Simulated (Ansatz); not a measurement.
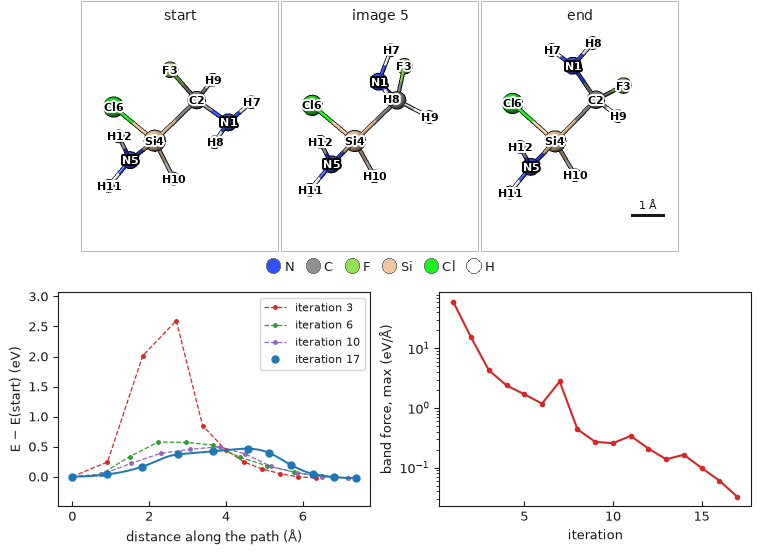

NEB run on CH6ClFN2Si. Images are numbered from 0 (start) to 10 (end). The plot follows the band through its iterations. The picture is a ball-and-stick view, seen from a free direction.

The calculation used RKS PBE-D4/def2-SVP (Ansatz 0.2.0). Settings: 9 movable images; climbing image; force threshold 0.05 eV/Å; iteration limit 49; starting path through a guess of the saddle point.

Did the band converge, and can the barrier be trusted?

The result is final at these settings. The band converged in 17 iterations. The largest component of the band force went from 60 to 0.033 eV/Å. The climbing image converged on the top of the path. Its vibrational analysis gives one imaginary mode (254i cm⁻¹), as a transition state must have. The first iteration put the highest image at 18.34 eV. Forward barrier 0.47 eV, backward barrier 0.49 eV, with image 5 at the top; the reaction energy is −0.02 eV.
